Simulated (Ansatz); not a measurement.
# AlH2F (triplet): wave-function methods side by side at a displaced geometry (v2), cc-pVDZ

Aim: climb from Hartree-Fock through coupled cluster for AlH2F (triplet) at one geometry and basis, and see what each rung misses.

Computed with Ansatz 0.2.0, Gaussian basis. Level: cc-pVDZ, core rule «outside noble gas», up to 6 orbitals frozen.

The runs, in order: UHF; CCSD(T) on ROHF; CCSD(T) on UHF; BCCD(T) on ROHF; CISD as a restricted active space (open shells left free, so some higher excitations enter); CCSDT(Q) on ROHF; CCSDT(Q) on UHF.

44 further runs of the same task are left out: 16 for a known fault of the program, 11 that didn't finish, 17 set aside as unsound or not needed. Runs told in other sessions of the task aren't counted.

### 1 The geometry

The geometry is a PBE0/def2-TZVP stationary point (not a proven minimum) with its atoms shifted at random (size 0.100 Å).

4 atoms, charge 0, spin multiplicity 3.

Atoms are counted from 1 here; the program's logs count them from 0.

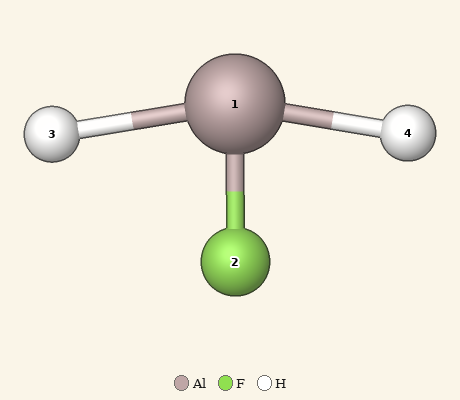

The structure; aluminium light grey, fluorine green, hydrogen white; atoms are numbered from 1 in the order of the file.

Coordinates:

```xyz
4

Al    0.0672   -0.0011    0.6690
F    -0.0977    0.0072   -0.9880
H    -0.0210   -1.9260    0.3487
H     0.0621    1.8203    0.3670
```

In the tables R marks a restricted open-shell determinant and U an unrestricted one; energies count from the table's Hartree-Fock row.

### 2 UHF

File in.yaml:

```yaml
crystal:
  periodic: [false, false, false]
  atoms:
    - {symbol: Al, position_ang: [0.067224, -0.001144, 0.668950]}
    - {symbol: F, position_ang: [-0.097650, 0.007230, -0.988014]}
    - {symbol: H, position_ang: [-0.021029, -1.925998, 0.348748]}
    - {symbol: H, position_ang: [0.062079, 1.820341, 0.366964]}
basis:
  gaussian: {orbitals: cc-pVDZ}
magnetization: {spin_polarized: true, initial_magnetization: 2}
hamiltonian: {xc: hf}
output: {orbitals: {seedname: orbitals}}
```

The run is started by

```sh
$ ansatz run in.yaml --threads 1 --pin off --events-out ev --progress --plain --max-ram 2393MiB
```

What it wrote:

```text
Functional definition: HF
  name "HF"
  cite "Fock, Z. Phys. 61, 126 (1930) doi:10.1007/BF01340294"
  parent pbe
  exchange = exact_x
  correlation = 0
395 factors; integrals over basis functions are off by at most 1.3e-3 eV
mean field evaluation 1: about -9315.0642 eV, gradient 1.9e1 eV
mean field evaluation 2: about -9315.1080 eV, gradient 1.9e1 eV
mean field evaluation 4: about -9316.9823 eV, gradient 2.6e0 eV
mean field evaluation 8: about -9317.1802 eV, gradient 3.5e-1 eV
mean field evaluation 16: about -9317.2107 eV, gradient 2.6e-3 eV
mean field evaluation 32: about -9313.2733 eV, gradient 1.3e1 eV
mean field evaluation 64: about -9316.6499 eV, gradient 2.4e0 eV
mean field evaluation 96: about -9313.8349 eV, gradient 6.5e0 eV
mean field evaluation 128: about -9317.2107 eV, gradient 9.2e-5 eV
mean field -9317.21068310 eV, -342.4011771716 hartree, gradient 3.2e-5 eV, S^2 2.047620; 1 other end points of the search recorded, 0 dependent functions left out
reference -9317.21068310 eV, -342.4011771716 hartree; 13, 11 occupied and 29, 31 virtual orbitals, 395 factors
Total energy: -9317.21068310 eV, -342.4011771716 hartree
```

Run time: 0.57 s. Hardware: 1 thread of Arm Neoverse V2, shared host.

From the report: ⟨S²⟩ of the determinant 2.048 (pure triplet: 2.00).

### 3 CCSD(T) on ROHF

Edit in.yaml of step 2 so:

```diff
@@ -9,4 +9,4 @@
   gaussian: {orbitals: cc-pVDZ}
-magnetization: {spin_polarized: true, initial_magnetization: 2}
-hamiltonian: {xc: hf}
-output: {orbitals: {seedname: orbitals}}
+magnetization: {spin_polarized: false, initial_magnetization: 2}
+correlation: {method: ccsd_t, electrons: outside_noble_gas}
+output: {forces: true}
```

Launched as before.

What it wrote, cut to the lines that bear on the results:

```text
Functional definition: HF
  name "HF"
  cite "Fock, Z. Phys. 61, 126 (1930) doi:10.1007/BF01340294"
  parent pbe
[...]
395 factors; integrals over basis functions are off by at most 1.3e-3 eV
[...]
mean field -9316.96472788 eV, -342.3921384842 hartree, gradient 1.3e-6 eV, S^2 2.000000; 6 other end points of the search recorded, 0 dependent functions left out
[...]
determinant -9316.96472788 eV, -342.3921384842 hartree, with singles and doubles -9324.35253345 eV, -342.6636353310 hartree
determinant -9314.52805609 eV, -342.3025924473 hartree, with singles and doubles -9322.16742289 eV, -342.5833339993 hartree
determinant -9314.27095008 eV, -342.2931439759 hartree, with singles and doubles -9322.06056543 eV, -342.5794070600 hartree
6 core orbitals not correlated: weight in the atoms' cores, before any rotation towards them, 1.000 or more for the frozen orbitals, at most 0.000 for the correlated occupied ones
reference -9316.96472788 eV, -342.3921384842 hartree; 7, 5 occupied and 29, 31 virtual orbitals, 395 factors
second order -6.71555342 eV of doubles, -0.08842766 eV of singles
cycle   1  -7.39566192 eV  change   -7.9e-3 eV  update   9.6e-3
[...]
cycle  15  -7.42132593 eV  change   -8.0e-8 eV  update   4.0e-7
perturbative correction -0.17560937 eV, -0.0064535254 hartree
[...]
Total energy: -9324.56166318 eV, -342.6713207071 hartree
Atom 0 at     0.067224    -0.001144     0.668950 Å, force     0.186773     0.640308     1.538063 eV/Å
Atom 1 at    -0.097650     0.007230    -0.988014 Å, force    -0.153413    -0.365362    -1.502348 eV/Å
Atom 2 at    -0.021029    -1.925998     0.348748 Å, force    -0.045506    -0.562855    -0.207220 eV/Å
Atom 3 at     0.062079     1.820341     0.366964 Å, force     0.012146     0.287908     0.171505 eV/Å
Dipole moment:     0.021615    -0.103979     0.268410 e Å
```

It took 6.5 s on 1 thread of Arm Neoverse V2, shared host.

From the report: correlation -7.5969 eV; T1 0.074; largest double amplitude 0.13.

### 4 CCSD(T) on UHF

Edit in.yaml of step 3 so:

```diff
@@ -9,3 +9,3 @@
   gaussian: {orbitals: cc-pVDZ}
-magnetization: {spin_polarized: false, initial_magnetization: 2}
+magnetization: {spin_polarized: true, initial_magnetization: 2}
 correlation: {method: ccsd_t, electrons: outside_noble_gas}
```

The command is unchanged.

What it wrote, cut to the lines that bear on the results:

```text
Functional definition: HF
  name "HF"
  cite "Fock, Z. Phys. 61, 126 (1930) doi:10.1007/BF01340294"
  parent pbe
[...]
395 factors; integrals over basis functions are off by at most 1.3e-3 eV
[...]
mean field -9317.21068310 eV, -342.4011771716 hartree, gradient 2.0e-6 eV, S^2 2.047620; 7 other end points of the search recorded, 0 dependent functions left out
determinant -9317.21068310 eV, -342.4011771716 hartree, with singles and doubles -9324.38684829 eV, -342.6648963784 hartree
determinant -9315.12973661 eV, -342.3247037987 hartree, with singles and doubles -9322.70552422 eV, -342.6031088583 hartree
determinant -9314.60092767 eV, -342.3052704285 hartree, with singles and doubles -9322.18893207 eV, -342.5841244468 hartree
6 core orbitals not correlated: weight in the atoms' cores, before any rotation towards them, 1.000 or more for the frozen orbitals, at most 0.000 for the correlated occupied ones
reference -9317.21068310 eV, -342.4011771716 hartree; 7, 5 occupied and 29, 31 virtual orbitals, 395 factors
second order -6.64144186 eV of doubles, -0.00000000 eV of singles
cycle   1  -7.18051186 eV  change   -4.3e-3 eV  update   7.8e-3
[...]
cycle  14  -7.19618634 eV  change    7.1e-7 eV  update   5.0e-7
perturbative correction -0.15803975 eV, -0.0058078536 hartree
[...]
Total energy: -9324.56490919 eV, -342.6714399955 hartree
Atom 0 at     0.067224    -0.001144     0.668950 Å, force     0.186917     0.667313     1.528279 eV/Å
Atom 1 at    -0.097650     0.007230    -0.988014 Å, force    -0.153404    -0.379761    -1.501321 eV/Å
Atom 2 at    -0.021029    -1.925998     0.348748 Å, force    -0.046280    -0.565058    -0.210355 eV/Å
Atom 3 at     0.062079     1.820341     0.366964 Å, force     0.012767     0.277506     0.183397 eV/Å
Dipole moment:     0.021829    -0.107886     0.272024 e Å
```

Wall time 3.8 s (1 thread of Arm Neoverse V2, shared host).

From the report: ⟨S²⟩ of the determinant 2.048 (pure triplet: 2.00); correlation -7.3542 eV; T1 0.047; largest double amplitude 0.12.

### 5 BCCD(T) on ROHF

Edit in.yaml of step 4 so:

```diff
@@ -9,4 +9,3 @@
   gaussian: {orbitals: cc-pVDZ}
-magnetization: {spin_polarized: true, initial_magnetization: 2}
-correlation: {method: ccsd_t, electrons: outside_noble_gas}
-output: {forces: true}
+magnetization: {spin_polarized: false, initial_magnetization: 2}
+correlation: {method: bccd_t, electrons: outside_noble_gas}
```

The command is unchanged.

What it wrote, cut to the lines that bear on the results:

```text
Functional definition: HF
  name "HF"
  cite "Fock, Z. Phys. 61, 126 (1930) doi:10.1007/BF01340294"
  parent pbe
[...]
395 factors; integrals over basis functions are off by at most 1.3e-3 eV
[...]
mean field -9316.96472788 eV, -342.3921384842 hartree, gradient 1.3e-6 eV, S^2 2.000000; 6 other end points of the search recorded, 0 dependent functions left out
[...]
determinant -9316.96472788 eV, -342.3921384842 hartree, with singles and doubles -9324.35253345 eV, -342.6636353310 hartree
determinant -9314.52805609 eV, -342.3025924473 hartree, with singles and doubles -9322.16742289 eV, -342.5833339993 hartree
determinant -9314.27095008 eV, -342.2931439759 hartree, with singles and doubles -9322.06056543 eV, -342.5794070600 hartree
6 core orbitals not correlated: weight in the atoms' cores, before any rotation towards them, 1.000 or more for the frozen orbitals, at most 0.000 for the correlated occupied ones
reference -9316.96472788 eV, -342.3921384842 hartree; 7, 5 occupied and 29, 31 virtual orbitals, 395 factors
second order -6.71555342 eV of doubles, -0.08842766 eV of singles
cycle   1  -7.41667114 eV  change   -2.9e-2 eV  update   4.3e-2
[...]
cycle  14  -7.41627218 eV  change    1.2e-6 eV  update   7.5e-6
perturbative correction -0.19033900 eV, -0.0069948292 hartree
Total energy: -9324.57133906 eV, -342.6716762890 hartree
```

Wall time 4 s (1 thread of Arm Neoverse V2, shared host).

From the report: correlation -7.6066 eV; largest double amplitude 0.12.

### 6 CISD as a restricted active space (open shells left free, so some higher excitations enter)

Edit in.yaml of step 5 so:

```diff
@@ -10,2 +10,2 @@
 magnetization: {spin_polarized: false, initial_magnetization: 2}
-correlation: {method: bccd_t, electrons: outside_noble_gas}
+correlation: {active_space: {ras: {orbitals: [5, 2, 29], electrons: 12, max_holes: 2, max_particles: 2}, fixed_orbitals: true}}
```

Launched as before.

What it wrote:

```text
Functional definition: HF
  name "HF"
  cite "Fock, Z. Phys. 61, 126 (1930) doi:10.1007/BF01340294"
  parent pbe
  exchange = exact_x
  correlation = 0
395 factors; integrals over basis functions are off by at most 1.3e-3 eV
mean field evaluation 1: about -9314.8387 eV, gradient 2.8e1 eV
mean field evaluation 2: about -9314.8746 eV, gradient 2.8e1 eV
mean field evaluation 4: about -9316.8080 eV, gradient 2.5e0 eV
mean field evaluation 8: about -9316.9425 eV, gradient 4.3e-1 eV
mean field evaluation 16: about -9316.9454 eV, gradient 1.4e-2 eV
mean field evaluation 32: about -9316.9456 eV, gradient 1.4e-2 eV
mean field evaluation 64: about -9316.9455 eV, gradient 1.1e-2 eV
mean field -9316.96472788 eV, -342.3921384842 hartree, gradient 1.3e-6 eV, S^2 2.000000; 3 other end points of the search recorded, 0 dependent functions left out
reference -9316.96472788 eV, -342.3921384842 hartree; 13, 11 occupied and 29, 31 virtual orbitals, 395 factors
state -9323.73788382 eV, -342.6410473740 hartree
Total energy: -9323.73788382 eV, -342.6410473740 hartree
```

Wall time 2.5 s (1 thread of Arm Neoverse V2, shared host).

From the report: 185,156 determinants.

### 7 CCSDT(Q) on ROHF

Edit in.yaml of step 6 so:

```diff
@@ -10,2 +10,2 @@
 magnetization: {spin_polarized: false, initial_magnetization: 2}
-correlation: {active_space: {ras: {orbitals: [5, 2, 29], electrons: 12, max_holes: 2, max_particles: 2}, fixed_orbitals: true}}
+correlation: {method: ccsdt_q, electrons: outside_noble_gas}
```

Same command.

What it wrote, cut to the lines that bear on the results:

```text
Functional definition: HF
  name "HF"
  cite "Fock, Z. Phys. 61, 126 (1930) doi:10.1007/BF01340294"
  parent pbe
[...]
766 factors; integrals over basis functions are off by at most 2.0e-7 eV
[...]
mean field -9316.96501077 eV, -342.3921488802 hartree, gradient 7.3e-6 eV, S^2 2.000000; 6 other end points of the search recorded, 0 dependent functions left out
[...]
determinant -9316.96501077 eV, -342.3921488802 hartree, with singles and doubles -9324.35282282 eV, -342.6636459653 hartree
determinant -9314.52834259 eV, -342.3026029762 hartree, with singles and doubles -9322.16770760 eV, -342.5833444620 hartree
determinant -9314.27123509 eV, -342.2931544497 hartree, with singles and doubles -9322.06084784 eV, -342.5794174384 hartree
6 core orbitals not correlated: weight in the atoms' cores, before any rotation towards them, 1.000 or more for the frozen orbitals, at most 0.000 for the correlated occupied ones
reference -9316.96501077 eV, -342.3921488802 hartree; 7, 5 occupied and 29, 31 virtual orbitals, 766 factors
second order -6.71558279 eV of doubles, -0.08842480 eV of singles
cycle   1  -6.92162008 eV  change   -1.1e-1 eV  update   1.1e-1
[...]
cycle  24  -7.62467616 eV  change    2.1e-7 eV  update   1.3e-6
perturbative correction -0.01272644 eV, -0.0004676882 hartree
Total energy: -9324.60241338 eV, -342.6728182492 hartree
```

It took 46 s on 1 thread of Arm Neoverse V2, shared host; peak memory 0.41 GiB.

From the report: correlation -7.6374 eV; T1 0.082; largest double amplitude 0.15.

### 8 CCSDT(Q) on UHF

Edit in.yaml of step 7 so:

```diff
@@ -9,3 +9,3 @@
   gaussian: {orbitals: cc-pVDZ}
-magnetization: {spin_polarized: false, initial_magnetization: 2}
+magnetization: {spin_polarized: true, initial_magnetization: 2}
 correlation: {method: ccsdt_q, electrons: outside_noble_gas}
```

The command is unchanged.

What it wrote, cut to the lines that bear on the results:

```text
Functional definition: HF
  name "HF"
  cite "Fock, Z. Phys. 61, 126 (1930) doi:10.1007/BF01340294"
  parent pbe
[...]
766 factors; integrals over basis functions are off by at most 2.0e-7 eV
[...]
mean field -9317.21096268 eV, -342.4011874459 hartree, gradient 2.0e-6 eV, S^2 2.047620; 7 other end points of the search recorded, 0 dependent functions left out
determinant -9317.21096268 eV, -342.4011874459 hartree, with singles and doubles -9324.38713880 eV, -342.6649070545 hartree
determinant -9315.13001551 eV, -342.3247140482 hartree, with singles and doubles -9322.70581776 eV, -342.6031196457 hartree
determinant -9314.60121206 eV, -342.3052808799 hartree, with singles and doubles -9322.18921663 eV, -342.5841349042 hartree
6 core orbitals not correlated: weight in the atoms' cores, before any rotation towards them, 1.000 or more for the frozen orbitals, at most 0.000 for the correlated occupied ones
reference -9317.21096268 eV, -342.4011874459 hartree; 7, 5 occupied and 29, 31 virtual orbitals, 766 factors
second order -6.64147123 eV of doubles, -0.00000000 eV of singles
cycle   1  -6.74991942 eV  change   -1.1e-1 eV  update   1.0e-1
[...]
cycle  23  -7.37948768 eV  change   -3.7e-7 eV  update   1.2e-6
perturbative correction -0.01811107 eV, -0.0006655697 hartree
Total energy: -9324.60856143 eV, -342.6730441859 hartree
```

It took 38 s on 1 thread of Arm Neoverse V2, shared host; peak memory 0.35 GiB.

From the report: ⟨S²⟩ of the determinant 2.048 (pure triplet: 2.00); correlation -7.3976 eV; T1 0.052; largest double amplitude 0.14.

### 9 Misses and costs

The yardstick is UCCSDT(Q), where the cluster series has nearly closed. Rows without a time are mean-field rows or come out of runs for another level: lower rungs of the coupled-cluster runs, or the Hartree-Fock search. The times of RCCSD(T), UCCSD(T) include forces.

Differences are taken before rounding.

```tsv
method	energy from the lowest ROHF (kcal/mol)	from UCCSDT(Q) (kcal/mol)	time
ROHF	0.00	+176.27	
UHF	-5.67	+170.60	
RMP2	-156.90	+19.37	
UMP2	-158.83	+17.44	
CISD	-156.19	+20.08	2.5 s
RCCSD	-171.14	+5.13	
UCCSD	-171.62	+4.65	
RCCSD(T)	-175.19	+1.08	6.5 s
UCCSD(T)	-175.26	+1.01	3.8 s
BCCD(T)	-175.41	+0.86	4 s
RCCSDT	-175.84	+0.44	
UCCSDT	-175.85	+0.42	
RCCSDT(Q)	-176.13	+0.14	46 s
UCCSDT(Q)	-176.27	0	38 s
```

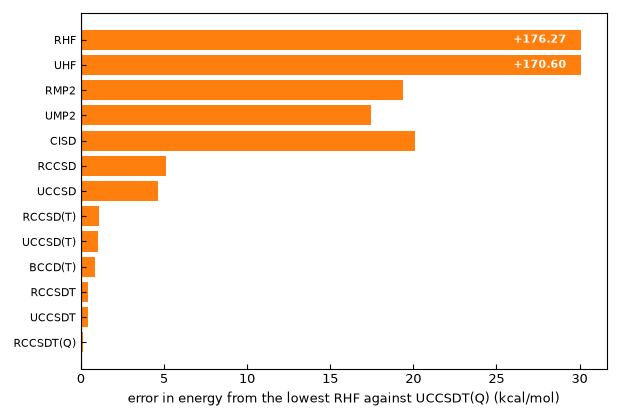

How far each level lands from UCCSDT(Q). Bars with a number in them are cut short.

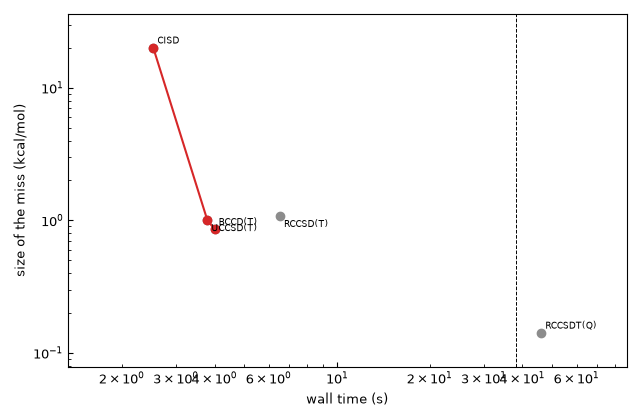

Miss against cost. Red marks the levels that no quicker level drawn beats (of those quicker than the yardstick), and the dashed line is the time of UCCSDT(Q). Times are from a shared host.

### 10 What came out

```
                         quantity                               value
    UCCSDT(Q) from the ROHF energy                          -7.6438 eV
              RMP2 from UCCSDT(Q)                     +19.37 kcal/mol
              UMP2 from UCCSDT(Q)                     +17.44 kcal/mol
             RCCSD from UCCSDT(Q)                      +5.13 kcal/mol
          RCCSD(T) from UCCSDT(Q)                      +1.08 kcal/mol
          UCCSD(T) from UCCSDT(Q)                      +1.01 kcal/mol
         RCCSDT(Q) from UCCSDT(Q)                      +0.14 kcal/mol
levels within 1 kcal/mol (43 meV)  BCCD(T), RCCSDT, UCCSDT, RCCSDT(Q)
                    T1 diagnostic                               0.074
```

**Reading.** RCCSD(T) misses by +1.08 kcal/mol, 0.6 % of the correlation energy. These misses are within one basis, not against nature; the frozen cores of restricted and unrestricted runs differ, which can shift their rows.

With open shells the CI space here admits some higher excitations, so it is larger than plain CISD.

BCCD(T) reaches 0.86 kcal/mol from the reference in 4 s, where UCCSDT(Q) took 38 s; the quickest level in the cost chart, CISD, takes 2.5 s and misses by 20.08 kcal/mol.
